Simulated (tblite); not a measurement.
**Geometry relaxation of SiNH$_{3}$SCl**

System: SiNH$_{3}$SCl, multiplicity 2.
Method: GFN2-xTB, U-SCC (tblite 0.8.0).

The geometry comes from this level: GFN2-xTB.

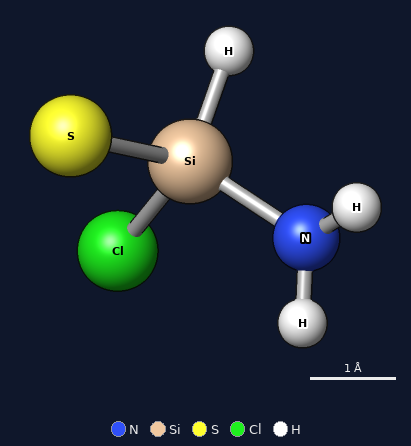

The structure as given in the input (ball-and-stick view, seen at a tilt). Bond lengths as drawn: Cl–Si 2.01 Å, H–N 1.01 Å, H–Si 1.45 Å, N–Si 1.72 Å and S–Si 2.14 Å.

**Key numbers**

```tsv
quantity	value
outcome	converged
total energy	−14.029265 hartree
basis functions	34
largest force	0.002 eV/Å
dipole moment	3.68 D
hardware	1 thread of Intel Xeon @ 2.70GHz, 189 GiB of memory available, shared host
wall time	1.8 s
peak memory	0.082 GiB
```

**The input (run.py)**
```python
import json
import numpy as np
from tblite.interface import Calculator
from tblite.interface import symbols_to_numbers
from scipy.optimize import minimize

symbols = list(map(str, np.loadtxt("input.xyz", skiprows=2, usecols=0, dtype=str, ndmin=1)))
numbers = np.array(symbols_to_numbers(symbols))
positions = np.loadtxt("input.xyz", skiprows=2, usecols=(1, 2, 3), ndmin=2) / 0.5291772

calculator = Calculator("GFN2-xTB", numbers, positions, charge=0, uhf=1)
calculator.set("verbosity", 0)
calculator.set("accuracy", 0.01)
calculator.add("spin-polarization", 1.0)
last, frames, energies, grads = [None], [], [], []

def fun(x):
    calculator.update(x.reshape(-1, 3))
    last[0] = calculator.singlepoint(last[0])
    return float(last[0].get('energy')), last[0].get('gradient').ravel()

def show(x):
    e, g = fun(x)
    frames.append(x.reshape(-1, 3).tolist())
    energies.append(e)
    grads.append(g.reshape(-1, 3).tolist())
    print(f"{len(energies) - 1:4d} {e:16.9f} {np.abs(g).max():12.3e} {np.linalg.norm(g):12.3e}")

print("step      energy/Eh       max grad     grad norm")
show(positions.ravel())
opt = minimize(fun, positions.ravel(), jac=True, method="BFGS", callback=show, options={"gtol": 3e-05, "maxiter": 500})
print("converged:", opt.success, "-", opt.message)
fun(opt.x)
sp = last[0]
final = opt.x.reshape(-1, 3)
print("final geometry (angstrom)")
for s, p in zip(symbols, final * 0.529177210903):
    print(f"{s:<2} {p[0]:12.6f} {p[1]:12.6f} {p[2]:12.6f}")
print(f"Total energy: {sp.get('energy') * 27.211386:.8f} eV")
eps = np.atleast_2d(sp.get("orbital-energies")) * 27.211386
occ = np.atleast_2d(sp.get("orbital-occupations"))
filled = occ.sum(axis=0) if eps.shape[0] == 1 else occ[0]
homo = np.nonzero(filled > 0.5)[0].max()
print(f"HOMO {eps[0, homo]:.4f} eV")
if homo + 1 < eps.shape[1]:
    print(f"LUMO {eps[0, homo + 1]:.4f} eV, gap {eps[0, homo + 1] - eps[0, homo]:.4f} eV")
mu = sp.get("dipole") * 2.541746
print(f"|mu|: {np.linalg.norm(mu):.4f} D, components " + " ".join(f"{c:.4f}" for c in mu))
q = sp.get("charges")
print("Charges:", " ".join(f"{s}{i + 1}={c:+.4f}" for i, (s, c) in enumerate(zip(symbols, q))))
out = {k: np.asarray(sp.get(k)).tolist() for k in ("energy", "gradient", "charges", "dipole", "orbital-energies", "orbital-occupations")}
out.update(symbols=symbols, positions=(positions * 0.529177210903).tolist(), final=final.tolist(), frames=frames, step_energies=energies, grads=grads, success=bool(opt.success))
json.dump(out, open("results.json", "w"))
```

**File input.xyz**
```
7

N      0.545430     0.243030    -0.935890
Si    -0.182410    -0.333430     0.511810
S     -2.193290     0.359770     0.739030
Cl     0.949400     0.344990     2.028410
H      0.151610    -0.000470    -1.828610
H      0.946790     1.167100    -0.965270
H     -0.217530    -1.780980     0.450520
```

Launch command:
```bash
python run.py
```

**Output**
```
step      energy/Eh       max grad     grad norm
   0    -14.028244991    3.599e-03    4.957e-03
   1    -14.028264168    2.277e-03    3.049e-03
   2    -14.028278767    8.775e-04    1.285e-03
   3    -14.028280346    4.452e-04    8.668e-04
   4    -14.028281544    3.983e-04    7.681e-04
   5    -14.028282700    3.431e-04    8.715e-04
   6    -14.028284153    4.726e-04    9.593e-04
   7    -14.028285652    3.875e-04    9.941e-04
   8    -14.028287593    5.517e-04    1.092e-03
   9    -14.028290017    5.847e-04    1.227e-03
  10    -14.028292611    5.642e-04    1.199e-03
  11    -14.028294622    5.709e-04    9.447e-04
  12    -14.028295871    3.275e-04    7.551e-04
  13    -14.028296861    2.960e-04    7.946e-04
  14    -14.028298231    3.969e-04    1.026e-03
  15    -14.028300455    8.241e-04    1.375e-03
  16    -14.028304114    1.210e-03    1.757e-03
  17    -14.028309837    1.451e-03    2.093e-03
  18    -14.028316917    1.255e-03    2.152e-03
  19    -14.028322210    8.790e-04    1.581e-03
  20    -14.028325842    4.931e-04    9.979e-04
  21    -14.028327364    4.498e-04    1.033e-03
  22    -14.028329907    5.894e-04    1.238e-03
  23    -14.028334186    6.738e-04    1.490e-03
  24    -14.028340841    8.221e-04    1.545e-03
  25    -14.028346792    7.715e-04    1.344e-03
  26    -14.028349035    6.259e-04    1.290e-03
  27    -14.028351817    4.302e-04    1.170e-03
  28    -14.028354778    6.341e-04    1.517e-03
  29    -14.028357847    6.841e-04    1.406e-03
  30    -14.028362428    6.373e-04    1.417e-03
  31    -14.028366951    9.277e-04    1.654e-03
  32    -14.028371163    9.083e-04    1.742e-03
  33    -14.028375297    6.721e-04    1.479e-03
  34    -14.028379637    5.311e-04    1.160e-03
  35    -14.028383135    5.480e-04    9.733e-04
  36    -14.028385537    5.954e-04    1.022e-03
  37    -14.028387578    9.292e-04    1.937e-03
  38    -14.028390090    7.201e-04    1.374e-03
  39    -14.028392855    4.714e-04    9.679e-04
  40    -14.028396244    1.731e-04    4.577e-04
  41    -14.028396707    2.624e-04    5.414e-04
  42    -14.028397040    2.279e-04    5.099e-04
  43    -14.028397643    2.247e-04    5.207e-04
  44    -14.028398744    2.760e-04    5.502e-04
  45    -14.028400673    3.030e-04    6.034e-04
  46    -14.028403608    3.176e-04    7.199e-04
  47    -14.028405648    4.264e-04    8.491e-04
  48    -14.028406579    3.441e-04    5.666e-04
  49    -14.028407369    5.029e-04    9.095e-04
  50    -14.028407806    2.319e-04    5.359e-04
  51    -14.028408198    2.305e-04    5.484e-04
  52    -14.028408938    2.789e-04    5.880e-04
  53    -14.028410291    4.087e-04    7.453e-04
  54    -14.028412419    7.097e-04    1.245e-03
  55    -14.028415260    9.648e-04    1.761e-03
  56    -14.028418811    6.313e-04    1.293e-03
  57    -14.028423490    1.481e-03    2.851e-03
  58    -14.028431798    1.725e-03    3.300e-03
  59    -14.028446374    1.432e-03    2.790e-03
  60    -14.028461449    3.575e-03    6.239e-03
  61    -14.028486544    2.429e-03    4.599e-03
  62    -14.028519995    4.223e-03    7.513e-03
  63    -14.028575058    2.732e-03    5.422e-03
  64    -14.028611746    5.018e-03    8.831e-03
  65    -14.028673812    5.217e-03    9.022e-03
  66    -14.028773973    2.881e-03    5.633e-03
  67    -14.028822709    5.054e-03    8.597e-03
  68    -14.028898687    3.851e-03    7.051e-03
  69    -14.028982820    3.037e-03    5.354e-03
  70    -14.029014197    2.234e-03    4.268e-03
  71    -14.029055835    1.137e-03    2.668e-03
  72    -14.029101894    1.626e-03    3.442e-03
  73    -14.029130910    2.820e-03    4.609e-03
  74    -14.029149870    7.621e-04    1.786e-03
  75    -14.029162428    1.227e-03    2.203e-03
  76    -14.029169829    7.143e-04    1.573e-03
  77    -14.029180709    6.711e-04    1.730e-03
  78    -14.029193800    1.245e-03    2.557e-03
  79    -14.029213336    1.698e-03    2.915e-03
  80    -14.029232088    1.459e-03    2.114e-03
  81    -14.029244256    8.851e-04    1.397e-03
  82    -14.029252997    8.487e-04    1.204e-03
  83    -14.029255707    5.697e-04    8.380e-04
  84    -14.029256272    3.045e-04    5.949e-04
  85    -14.029256950    2.296e-04    4.920e-04
  86    -14.029258063    3.519e-04    6.959e-04
  87    -14.029259879    6.787e-04    1.024e-03
  88    -14.029262518    8.630e-04    1.197e-03
  89    -14.029264262    5.966e-04    8.108e-04
  90    -14.029264816    2.029e-04    2.908e-04
  91    -14.029264911    2.608e-05    4.920e-05
converged: True - Optimization terminated successfully.
final geometry (angstrom)
N      0.389527     0.471419    -0.906022
Si    -0.160563    -0.316021     0.509875
S     -2.254138     0.124120     0.620170
Cl     0.857479     0.468796     2.056652
H     -0.149529     0.450206    -1.755096
H      1.372756     0.568930    -1.096204
H     -0.055532    -1.767440     0.570625
Total energy: -381.75574279 eV
HOMO -11.1732 eV
LUMO -5.0672 eV, gap 6.1060 eV
|mu|: 3.6805 D, components 2.3938 -1.1506 -2.5479
Charges: N1=-0.3702 Si2=+0.5276 S3=-0.2258 Cl4=-0.2339 H5=+0.1743 H6=+0.1686 H7=-0.0407
```

**Trajectory as extended XYZ (Å, eV, eV/Å), 14 of the 92 frames kept, from step=0 to step=91**
```
7
Properties=species:S:1:pos:R:3:forces:R:3 step=0 energy=-381.72799
N     0.5454    0.2430   -0.9359   -0.0185  -0.0078   0.0753
Si   -0.1824   -0.3334    0.5118    0.1851  -0.0158  -0.0715
S    -2.1933    0.3598    0.7390   -0.1270   0.0326   0.0204
Cl    0.9494    0.3450    2.0284   -0.0199  -0.0001  -0.0064
H     0.1516   -0.0005   -1.8286   -0.0187   0.0015  -0.0210
H     0.9468    1.1671   -0.9653    0.0116  -0.0105  -0.0037
H    -0.2175   -1.7810    0.4505   -0.0127   0.0002   0.0069
7
Properties=species:S:1:pos:R:3:forces:R:3 step=7 energy=-381.72910
N     0.5464    0.2441   -0.9373   -0.0112  -0.0047   0.0188
Si   -0.1754   -0.3345    0.5099    0.0026   0.0063  -0.0166
S    -2.1990    0.3585    0.7414    0.0161  -0.0149   0.0019
Cl    0.9477    0.3467    2.0303   -0.0112   0.0000  -0.0071
H     0.1489    0.0011   -1.8295   -0.0003   0.0167   0.0078
H     0.9515    1.1667   -0.9667    0.0060  -0.0199  -0.0083
H    -0.2201   -1.7826    0.4519   -0.0020   0.0166   0.0033
7
Properties=species:S:1:pos:R:3:forces:R:3 step=14 energy=-381.72944
N     0.5463    0.2446   -0.9393   -0.0058  -0.0078   0.0144
Si   -0.1731   -0.3333    0.5087   -0.0186   0.0114  -0.0204
S    -2.1988    0.3483    0.7456   -0.0088   0.0024  -0.0045
Cl    0.9415    0.3504    2.0312    0.0183   0.0100   0.0122
H     0.1419    0.0101   -1.8301   -0.0121   0.0004  -0.0091
H     0.9661    1.1601   -0.9711    0.0121  -0.0049   0.0116
H    -0.2238   -1.7802    0.4550    0.0148  -0.0115  -0.0043
7
Properties=species:S:1:pos:R:3:forces:R:3 step=21 energy=-381.73023
N     0.5381    0.2418   -0.9437   -0.0022   0.0095   0.0039
Si   -0.1787   -0.3267    0.5073    0.0038  -0.0220   0.0210
S    -2.2129    0.3271    0.7496    0.0070   0.0100  -0.0139
Cl    0.9361    0.3651    2.0299   -0.0078   0.0032  -0.0231
H     0.1148    0.0389   -1.8335   -0.0088   0.0097   0.0033
H     1.0151    1.1285   -0.9670    0.0072   0.0090  -0.0024
H    -0.2125   -1.7746    0.4574    0.0007  -0.0194   0.0112
7
Properties=species:S:1:pos:R:3:forces:R:3 step=28 energy=-381.73098
N     0.5248    0.2463   -0.9427   -0.0161  -0.0291  -0.0326
Si   -0.1823   -0.3335    0.5077    0.0123  -0.0198  -0.0204
S    -2.2192    0.3135    0.7404    0.0029  -0.0063  -0.0123
Cl    0.9304    0.3843    2.0172    0.0139   0.0013   0.0245
H     0.0823    0.0781   -1.8304   -0.0020   0.0126   0.0055
H     1.0640    1.0959   -0.9620   -0.0028   0.0106   0.0190
H    -0.2001   -1.7846    0.4699   -0.0082   0.0308   0.0163
7
Properties=species:S:1:pos:R:3:forces:R:3 step=35 energy=-381.73175
N     0.5133    0.2447   -0.9504    0.0075  -0.0156   0.0066
Si   -0.1789   -0.3378    0.5048   -0.0084   0.0086   0.0091
S    -2.2213    0.2932    0.7231   -0.0156  -0.0001  -0.0064
Cl    0.9272    0.4018    2.0112    0.0088  -0.0092   0.0075
H     0.0436    0.1291   -1.8320    0.0058   0.0193   0.0032
H     1.1077    1.0568   -0.9501   -0.0035   0.0056  -0.0282
H    -0.1917   -1.7878    0.4934    0.0055  -0.0087   0.0083
7
Properties=species:S:1:pos:R:3:forces:R:3 step=42 energy=-381.73213
N     0.5062    0.2424   -0.9549   -0.0052   0.0117   0.0001
Si   -0.1802   -0.3386    0.5041    0.0051   0.0092   0.0015
S    -2.2307    0.2716    0.7082    0.0047   0.0004  -0.0081
Cl    0.9244    0.4148    2.0064   -0.0025  -0.0083   0.0061
H     0.0095    0.1841   -1.8272   -0.0083  -0.0097   0.0032
H     1.1509    1.0152   -0.9525    0.0027  -0.0032  -0.0027
H    -0.1802   -1.7895    0.5160    0.0037  -0.0001  -0.0001
7
Properties=species:S:1:pos:R:3:forces:R:3 step=49 energy=-381.73241
N     0.4943    0.2510   -0.9559    0.0035   0.0159  -0.0123
Si   -0.1773   -0.3363    0.5059    0.0019  -0.0073   0.0044
S    -2.2337    0.2585    0.6880    0.0030   0.0021   0.0034
Cl    0.9220    0.4149    2.0128   -0.0028   0.0076   0.0056
H    -0.0200    0.2142   -1.8194    0.0153   0.0075   0.0093
H     1.1826    0.9855   -0.9634   -0.0216  -0.0259  -0.0037
H    -0.1678   -1.7877    0.5319    0.0006   0.0000  -0.0068
7
Properties=species:S:1:pos:R:3:forces:R:3 step=56 energy=-381.73272
N     0.4813    0.2535   -0.9598    0.0167   0.0325   0.0256
Si   -0.1776   -0.3384    0.5055    0.0025   0.0124  -0.0152
S    -2.2406    0.2349    0.6772    0.0098  -0.0007  -0.0025
Cl    0.9123    0.4353    2.0088    0.0002   0.0007   0.0140
H    -0.0524    0.2770   -1.8106   -0.0093  -0.0068  -0.0171
H     1.2292    0.9269   -0.9691   -0.0205  -0.0279  -0.0041
H    -0.1523   -1.7892    0.5481    0.0006  -0.0102  -0.0006
7
Properties=species:S:1:pos:R:3:forces:R:3 step=63 energy=-381.73697
N     0.4268    0.3207   -0.9471    0.1349   0.1405  -0.0474
Si   -0.1588   -0.3344    0.5145   -0.0165  -0.0291   0.0249
S    -2.2362    0.1853    0.6298   -0.0323  -0.0168   0.0074
Cl    0.8684    0.4617    2.0539    0.0037  -0.0265  -0.0471
H    -0.1399    0.4055   -1.7724    0.0378  -0.0010   0.0152
H     1.3335    0.7491   -1.0474   -0.1344  -0.0971   0.0116
H    -0.0939   -1.7878    0.5687    0.0068   0.0301   0.0354
7
Properties=species:S:1:pos:R:3:forces:R:3 step=70 energy=-381.74892
N     0.3941    0.4548   -0.9102   -0.0106   0.0449  -0.0645
Si   -0.1436   -0.3200    0.5169   -0.0359   0.0045  -0.0260
S    -2.2302    0.1569    0.6199   -0.0297  -0.0574  -0.0118
Cl    0.8083    0.4721    2.1008    0.0609  -0.0201  -0.0384
H    -0.1827    0.4576   -1.7377    0.1148   0.0152   0.0799
H     1.3721    0.5503   -1.1303   -0.0669  -0.0155   0.0008
H    -0.0180   -1.7717    0.5405   -0.0326   0.0282   0.0599
7
Properties=species:S:1:pos:R:3:forces:R:3 step=77 energy=-381.75345
N     0.3986    0.4549   -0.9091    0.0289   0.0311   0.0089
Si   -0.1508   -0.3221    0.5112   -0.0051   0.0113   0.0170
S    -2.2434    0.1300    0.6028   -0.0026  -0.0282  -0.0094
Cl    0.8246    0.4726    2.0803    0.0345   0.0061  -0.0012
H    -0.1807    0.5109   -1.7288    0.0014  -0.0114  -0.0288
H     1.3763    0.5249   -1.1373   -0.0310  -0.0139   0.0234
H    -0.0247   -1.7712    0.5809   -0.0263   0.0050  -0.0098
7
Properties=species:S:1:pos:R:3:forces:R:3 step=84 energy=-381.75551
N     0.3930    0.4708   -0.9029   -0.0157   0.0042  -0.0046
Si   -0.1568   -0.3155    0.5135   -0.0035   0.0005  -0.0070
S    -2.2526    0.1182    0.6091    0.0003   0.0034   0.0074
Cl    0.8540    0.4751    2.0618   -0.0040  -0.0089   0.0003
H    -0.1610    0.4702   -1.7425    0.0056  -0.0002  -0.0091
H     1.3746    0.5481   -1.1085    0.0113   0.0028   0.0011
H    -0.0511   -1.7669    0.5694    0.0059  -0.0017   0.0118
7
Properties=species:S:1:pos:R:3:forces:R:3 step=91 energy=-381.75575
N     0.3895    0.4714   -0.9060    0.0007  -0.0002   0.0007
Si   -0.1606   -0.3160    0.5099   -0.0001  -0.0008   0.0013
S    -2.2541    0.1241    0.6202   -0.0003   0.0001  -0.0001
Cl    0.8575    0.4688    2.0566   -0.0001   0.0000  -0.0004
H    -0.1495    0.4502   -1.7551   -0.0008   0.0003  -0.0012
H     1.3728    0.5689   -1.0962    0.0004   0.0001  -0.0002
H    -0.0555   -1.7674    0.5706    0.0002   0.0005  -0.0002
```

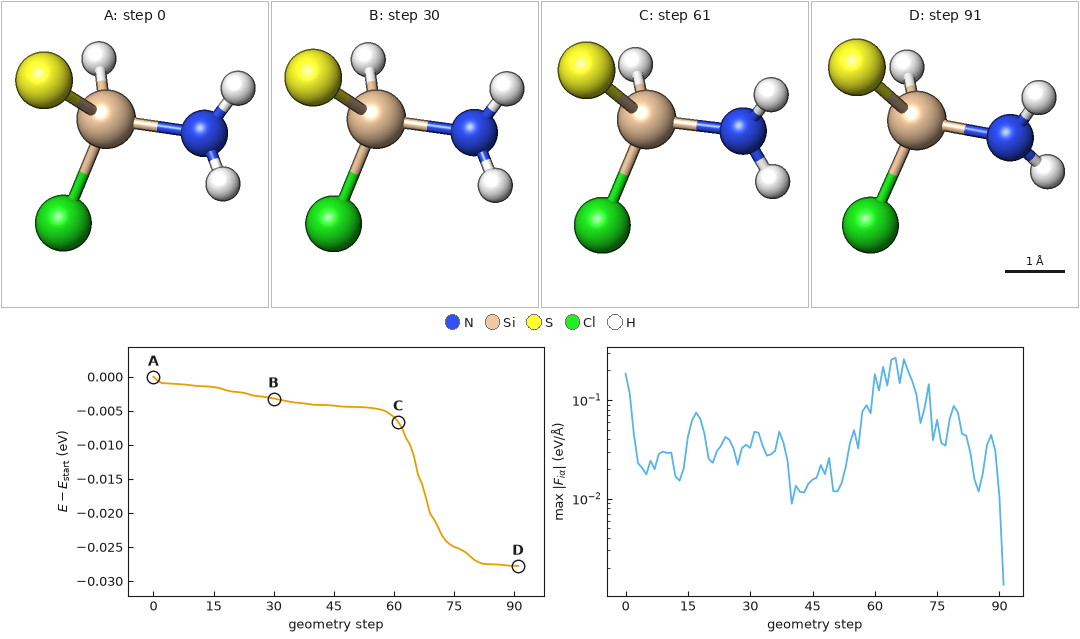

Frames of the relaxation (ball-and-stick view, seen at a tilt) above the curves, on which the letters mark them (steps are counted from 0).

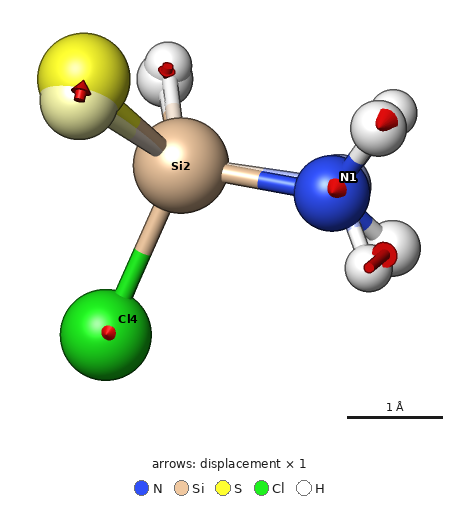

Start (faint) and end (solid) with the displacements as red arrows, at true length (ball-and-stick view, seen at a tilt). The two geometries are laid on each other by the best rigid fit. The atom that moves furthest after the best rigid fit is H6 (0.76 Å). Largest moves by element: H 0.76 Å, N 0.27 Å, S 0.24 Å, Cl 0.13 Å, Si 0.03 Å. Among the contacts that change: N1–Si2 1.720 → 1.711 Å, Si2–H7 1.449 → 1.456 Å. Among the angles that change: N1–Si2–H7 108.0° → 118.0°, N1–Si2–S3 112.2° → 105.2°, Cl4–Si2–H7 112.5° → 108.7°. Over 91 geometry steps the energy falls by 0.028 eV. The largest force component goes from 0.19 to 0.0013 eV/Å. (Atoms are counted from 1 in the order of the input.)

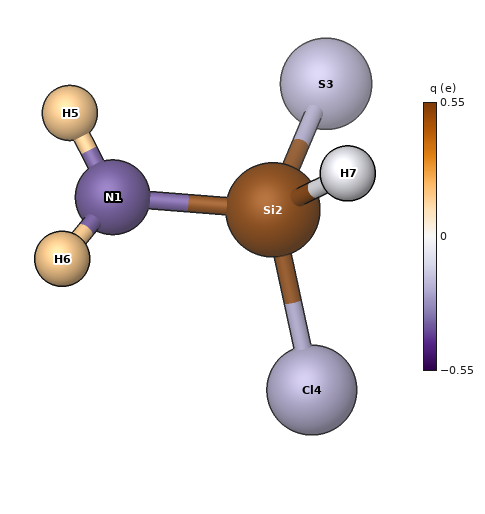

Mulliken charges, as the colour of each atom (ball-and-stick view, seen at an oblique angle; atoms are numbered from 1 in the order of the input). By element: N −0.37, Si +0.53, S −0.23, Cl −0.23 and H −0.04 to +0.17 e.
